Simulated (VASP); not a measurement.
Band structure of In (bct). All values below come from optB86b-vdW, VASP's PBE PAW potentials (set 64) (plane waves; VASP).

Unless said otherwise, spin-orbit coupling is left out, though it shifts the bands of the heavy elements here.

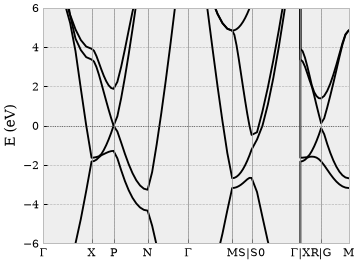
Figure. Bands along high-symmetry lines, zero at the valence-band maximum or, without a gap, the Fermi level

**Question.** Read the plot: is there a gap, and where are the band edges?

**Answer.** It has no gap at this level: it comes out as a metal or semimetal. (Edges off the drawn lines would not show.)

The compound is In in the bct structure. It was relaxed first.
